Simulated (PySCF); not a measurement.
**[Hf2O3]2+: other spin states, a change of charge and excitations**

Aim: at the relaxed geometry of [Hf2O3]2+, try other spin states, a change of charge and excitations. It is a constructed species; whether it can be made isn't addressed.

Computed with PySCF 2.14.0. Level: PBE0, Hf def2-SVP with ECP60, O def2-SVP; scalar-relativistic core potentials, no spin–orbit coupling.

3 further runs of the same task are left out: 2 for a known fault of the program, 1 that didn't finish. Runs told in other sessions of the task aren't counted.

## 1. Starting geometry

5 atoms, charge 2, spin multiplicity 1.

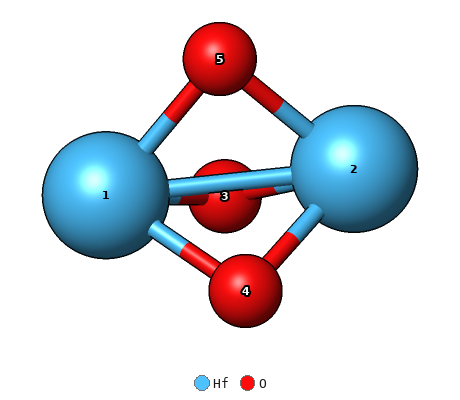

The geometry (hafnium blue, oxygen red); atoms are numbered from 1 in the order of the file.

As a file:

```xyz
5
charge 2, multiplicity 1
Hf    0.0000    0.0000    1.3157
Hf    0.0000    0.0000   -1.3157
O     1.4253    0.0000    0.0000
O    -0.7126    1.2343    0.0000
O    -0.7127   -1.2343    0.0000
```

Formal oxidation states: Hf +4. An earlier session relaxed this geometry at PBE0, Hf def2-SVP with ECP60, O def2-SVP (singlet, point group D3h).

Its energy there is -320.807851 Eh.

## 2. Multiplicity 3 at the relaxed geometry

Contents of run.py (the lines that set the calculation):

```python
mol = gto.M(atom='''
Hf     0.00000     0.00000     1.31574
Hf     0.00000     0.00000    -1.31574
O      1.42528    -0.00003     0.00000
O     -0.71261     1.23434     0.00000
O     -0.71267    -1.23431     0.00000''',
    basis={'Hf': 'def2-SVP', 'O': 'def2-SVP'},
    ecp={'Hf': 'def2-SVP'},
    charge=2, spin=2)
mf = dft.UKS(mol, xc='PBE0')
mf.grids.atom_grid = (50, 194)
mf = mf.density_fit()  # fitting sets: Hf def2-universal-JKFIT, O def2-universal-JKFIT
mf.conv_tol = 1e-08; mf.max_cycle = 55
mf.kernel(dm0)  # dm0: free metal ions and neutral atoms
```

Run with:

```bash
$ OMP_NUM_THREADS=2 python run.py
```

Output:

```text
init E= -330.094307993101
cycle= 1 E= -320.018350827576  delta_E= 10.1  |g|=  1.3  |ddm|= 2.75
cycle= 2 E= -319.073662457253  delta_E= 0.945  |g|= 1.95  |ddm|= 2.28
cycle= 3 E= -320.667873075095  delta_E= -1.59  |g|= 0.0578  |ddm|= 1.46
cycle= 4 E= -320.669009848728  delta_E= -0.00114  |g|= 0.04  |ddm|= 0.173
cycle= 5 E= -320.66967606985  delta_E= -0.000666  |g|= 0.00485  |ddm|= 0.0396
cycle= 6 E= -320.669707236724  delta_E= -3.12e-05  |g|= 0.00632  |ddm|= 0.0341
cycle= 7 E= -320.669722644635  delta_E= -1.54e-05  |g|= 0.00393  |ddm|= 0.0111
cycle= 8 E= -320.669733220221  delta_E= -1.06e-05  |g|= 0.000639  |ddm|= 0.0134
cycle= 9 E= -320.669734593637  delta_E= -1.37e-06  |g|= 0.000185  |ddm|= 0.00869
cycle= 10 E= -320.669734784072  delta_E= -1.9e-07  |g|= 5.08e-05  |ddm|= 0.00398
cycle= 11 E= -320.669734792551  delta_E= -8.48e-09  |g|= 9.39e-06  |ddm|= 0.000899
Extra cycle  E= -320.669734792611  delta_E= -6.04e-11  |g|= 1.29e-05  |ddm|= 2.52e-05
converged SCF energy = -320.669734792611  <S^2> = 2.0258324  2S+1 = 3.0171724
```

It took 2.9 s on 2 threads of Arm Neoverse V1, shared host.

Read off: E = -320.669735 Eh (+3.758 eV from the relaxed state), HOMO -14.32 eV, LUMO -15.96 eV (over both spins), ⟨S²⟩ = 2.026, Mulliken charge on Hf1 +1.53 e. An empty level of one spin lies below a filled level of the other.

## 3. One electron removed, multiplicity 2

Changes to run.py (the lines that set the calculation) since step 2:

```diff
@@ -8,3 +8,3 @@
     ecp={'Hf': 'def2-SVP'},
-    charge=2, spin=2)
+    charge=3, spin=1)
 mf = dft.UKS(mol, xc='PBE0')
@@ -13,2 +13,2 @@
 mf.conv_tol = 1e-08; mf.max_cycle = 55
-mf.kernel(dm0)  # dm0: free metal ions and neutral atoms
+mf.kernel(dm0)  # dm0: the density of the relaxed state
```

Run with:

```bash
$ OMP_NUM_THREADS=2 python run.py
```

Output:

```text
init E= -320.814398753612
  HOMO = -0.675245018369  LUMO = -0.65867500747  gap/eV = 0.45089
cycle= 1 E= -320.003331245094  delta_E= 0.811  |g|= 0.347  |ddm|= 0.697
  HOMO = -1.05401474042  LUMO = -0.943459096596  gap/eV = 3.00837
cycle= 2 E= -319.905129590306  delta_E= 0.0982  |g|= 0.613  |ddm|= 0.662
  HOMO = -0.971161286621  LUMO = -0.847965261461  gap/eV = 3.35233
cycle= 3 E= -320.057600328102  delta_E= -0.152  |g|= 0.0609  |ddm|= 0.466
  HOMO = -0.961797430079  LUMO = -0.837052813063  gap/eV = 3.39447
cycle= 4 E= -320.059280942481  delta_E= -0.00168  |g|= 0.0171  |ddm|= 0.0705
  HOMO = -0.959150811627  LUMO = -0.831911767114  gap/eV = 3.46235
cycle= 5 E= -320.059522735743  delta_E= -0.000242  |g|= 0.00413  |ddm|= 0.0228
  HOMO = -0.958788341962  LUMO = -0.830633896615  gap/eV = 3.48726
cycle= 6 E= -320.05954822174  delta_E= -2.55e-05  |g|= 0.00352  |ddm|= 0.0107
  HOMO = -0.9587965082  LUMO = -0.830540080582  gap/eV = 3.49004
cycle= 7 E= -320.059549527554  delta_E= -1.31e-06  |g|= 0.00351  |ddm|= 0.00454
  HOMO = -0.958762908109  LUMO = -0.830479469892  gap/eV = 3.49077
cycle= 8 E= -320.059555182509  delta_E= -5.65e-06  |g|= 0.000315  |ddm|= 0.00291
  HOMO = -0.958719456719  LUMO = -0.830463009516  gap/eV = 3.49004
cycle= 9 E= -320.059555330122  delta_E= -1.48e-07  |g|= 5.39e-05  |ddm|= 0.00085
  HOMO = -0.958710581129  LUMO = -0.830464409649  gap/eV = 3.48976
cycle= 10 E= -320.059555336298  delta_E= -6.18e-09  |g|= 1.15e-05  |ddm|= 0.00019
  HOMO = -0.958708781117  LUMO = -0.830463722274  gap/eV = 3.48973
Extra cycle  E= -320.059555336196  delta_E= 1.03e-10  |g|= 2.48e-05  |ddm|= 2.88e-05
converged SCF energy = -320.059555336196  <S^2> = 0.7864976  2S+1 = 2.0361705
```

It took 2.9 s on 2 threads of Arm Neoverse V1, shared host.

It gives: E = -320.059555 Eh (+20.362 eV from the relaxed state), HOMO -26.09 eV, LUMO -22.60 eV (over both spins), ⟨S²⟩ = 0.786, Mulliken charge on Hf1 +1.90 e. 

## 4. One electron added, multiplicity 2

Changes to run.py (the lines that set the calculation) since step 3:

```diff
@@ -8,3 +8,3 @@
     ecp={'Hf': 'def2-SVP'},
-    charge=3, spin=1)
+    charge=1, spin=1)
 mf = dft.UKS(mol, xc='PBE0')
```

Run with:

```bash
$ OMP_NUM_THREADS=2 python run.py
```

Output:

```text
init E= -320.813853359502
  HOMO = -0.45452575879  LUMO = -0.448092624829  gap/eV = 0.17505
cycle= 1 E= -321.164109733337  delta_E= -0.35  |g|= 0.158  |ddm|= 1.43
  HOMO = -0.2691514766  LUMO = -0.222206440755  gap/eV = 1.27744
cycle= 2 E= -321.171732564597  delta_E= -0.00762  |g|= 0.185  |ddm|= 0.874
  HOMO = -0.295426079077  LUMO = -0.234169105853  gap/eV = 1.66689
cycle= 3 E= -321.184263914431  delta_E= -0.0125  |g|= 0.0498  |ddm|= 0.201
  HOMO = -0.301346941146  LUMO = -0.237635583302  gap/eV = 1.73367
cycle= 4 E= -321.185437212232  delta_E= -0.00117  |g|= 0.0315  |ddm|= 0.106
  HOMO = -0.306219440561  LUMO = -0.239646760818  gap/eV = 1.81153
cycle= 5 E= -321.186147655248  delta_E= -0.00071  |g|= 0.0127  |ddm|= 0.0965
  HOMO = -0.310268668334  LUMO = -0.241271400707  gap/eV = 1.87751
cycle= 6 E= -321.186533743773  delta_E= -0.000386  |g|= 0.00522  |ddm|= 0.126
  HOMO = -0.312465209383  LUMO = -0.242812626978  gap/eV = 1.89534
cycle= 7 E= -321.186687966683  delta_E= -0.000154  |g|= 0.00231  |ddm|= 0.116
  HOMO = -0.312797087797  LUMO = -0.243169364885  gap/eV = 1.89467
cycle= 8 E= -321.18669935548  delta_E= -1.14e-05  |g|= 0.00207  |ddm|= 0.0223
  HOMO = -0.313120017992  LUMO = -0.24354386207  gap/eV = 1.89326
cycle= 9 E= -321.18670642781  delta_E= -7.07e-06  |g|= 0.000506  |ddm|= 0.0214
  HOMO = -0.313291601294  LUMO = -0.243742107469  gap/eV = 1.89254
cycle= 10 E= -321.18670730196  delta_E= -8.74e-07  |g|= 0.00017  |ddm|= 0.00807
  HOMO = -0.313384773589  LUMO = -0.243813740449  gap/eV = 1.89312
cycle= 11 E= -321.18670740438  delta_E= -1.02e-07  |g|= 1.83e-05  |ddm|= 0.00359
  HOMO = -0.313380357961  LUMO = -0.243817556617  gap/eV = 1.89290
cycle= 12 E= -321.18670740589  delta_E= -1.51e-09  |g|= 6.6e-06  |ddm|= 0.000302
  HOMO = -0.313382998422  LUMO = -0.243819051669  gap/eV = 1.89293
Extra cycle  E= -321.186707405976  delta_E= -8.59e-11  |g|= 4.2e-06  |ddm|= 4.02e-05
converged SCF energy = -321.186707405976  <S^2> = 0.75455698  2S+1 = 2.0045518
```

It took 3.2 s on 2 threads of Arm Neoverse V1, shared host.

It gives: E = -321.186707 Eh (-10.309 eV from the relaxed state), HOMO -8.53 eV, LUMO -6.69 eV (over both spins), ⟨S²⟩ = 0.755, Mulliken charge on Hf1 +1.20 e. 

## 5. Singlet excitations, Tamm-Dancoff CAM-B3LYP

Changes to run.py (the lines that set the calculation) since step 4:

```diff
@@ -8,4 +8,4 @@
     ecp={'Hf': 'def2-SVP'},
-    charge=1, spin=1)
-mf = dft.UKS(mol, xc='PBE0')
+    charge=2, spin=0)
+mf = dft.RKS(mol, xc='CAMB3LYP')
 mf.grids.atom_grid = (50, 194)
```

Run with:

```bash
$ OMP_NUM_THREADS=2 python run.py
```

Output:

```text
init E= -320.898277802291
  HOMO = -0.720083914691976  LUMO = -0.409202749020064  gap/eV = 8.45951
cycle= 1 E= -320.898347710405  delta_E= -6.99e-05  |g|= 0.0992  |ddm|= 0.146
  HOMO = -0.69894352531459  LUMO = -0.41321098802923  gap/eV = 7.77518
cycle= 2 E= -320.893494720948  delta_E= 0.00485  |g|= 0.187  |ddm|= 0.197
  HOMO = -0.71565943538101  LUMO = -0.412753949753155  gap/eV = 8.24248
cycle= 3 E= -320.900247826688  delta_E= -0.00675  |g|= 0.00562  |ddm|= 0.128
  HOMO = -0.714979140275343  LUMO = -0.412495768199656  gap/eV = 8.23099
cycle= 4 E= -320.900254216484  delta_E= -6.39e-06  |g|= 0.00107  |ddm|= 0.00521
  HOMO = -0.715094027196077  LUMO = -0.412622843926717  gap/eV = 8.23066
cycle= 5 E= -320.900254605743  delta_E= -3.89e-07  |g|= 0.000131  |ddm|= 0.00192
  HOMO = -0.715103401982343  LUMO = -0.412629303165483  gap/eV = 8.23074
cycle= 6 E= -320.90025460917  delta_E= -3.43e-09  |g|= 0.000161  |ddm|= 0.000294
  HOMO = -0.715104538986413  LUMO = -0.412630532876424  gap/eV = 8.23074
cycle= 7 E= -320.900254614362  delta_E= -5.19e-09  |g|= 3.31e-05  |ddm|= 0.000127
  HOMO = -0.715104835587464  LUMO = -0.412631185726265  gap/eV = 8.23073
Extra cycle  E= -320.900254614014  delta_E= 3.48e-10  |g|= 6.28e-05  |ddm|= 7.35e-05
converged SCF energy = -320.900254614014
```

It took 72 s on 2 threads of Arm Neoverse V1, shared host.

Result: E = -320.900255 Eh, HOMO -19.46 eV, LUMO -11.23 eV, Mulliken charge on Hf1 +1.66 e. 

Singlet excitations:

| state | energy (eV) | oscillator strength |
| --- | --- | --- |
| 1 | 4.18 | 0.0000 |
| 2 | 4.72 | 0.0000 |
| 3 | 4.72 | 0.0000 |
| 4 | 5.53 | 0.0000 |
| 5 | 5.60 | 0.0000 |
| 6 | 5.70 | 0.0003 |
| 7 | 5.71 | 0.0003 |
| 8 | 5.92 | 0.0000 |

## 6. Results

| state | energy from the relaxed state (eV) | ⟨S²⟩ | time |
| --- | --- | --- | --- |
| charge +2, singlet, vacuum (relaxed) | 0 | 0.00 |  |
| charge +1, doublet, vacuum | -10.31 | 0.75 | 3.2 s |
| charge +2, triplet, vacuum | 3.76 | 2.03 | 2.9 s |
| charge +3, doublet, vacuum | 20.36 | 0.79 | 2.9 s |

An electron taken off or put on is at rest in vacuum. 

In the excitation run (CAM-B3LYP), the lowest singlet lies at 4.18 eV (gaps between orbitals at other levels can't be set against it), and the brightest of the eight at 5.70 eV (f = 0.000); spin–orbit coupling would mix in triplets. Removing an electron vertically costs 20.36 eV (doublet), against −HOMO = 18.15 eV. Adding an electron vertically releases 10.31 eV (doublet). The triplet lies 3.76 eV above at this geometry. The bases are small and lack diffuse functions. Spin–orbit coupling is left out.
